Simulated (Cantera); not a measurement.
Feed: 1 mol PbO, 140 mol H₂, a varied amount of H₂O, at 927 °C and 95.0 mbar.

These are equilibrium values from Cantera (NASA tables, ideal gas, pure condensed phases), not measurements of a reactor. Candidate condensed phases: H₂O, Pb, PbO, PbO₂, Pb₃O₄; 12 gas species. Kinetics and transport are ignored.

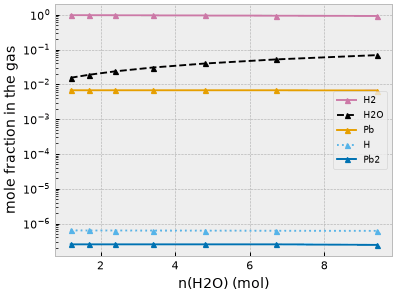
Fig. 1. Equilibrium gas composition (values under 1e-9 drawn at 1e-9)

From 1.2 mol H₂O to 4.8 mol H₂O the condensed part is Pb(l). From 6.7 mol H₂O to 9.4 mol H₂O nothing is condensed. The main Pb-bearing gas is Pb throughout.
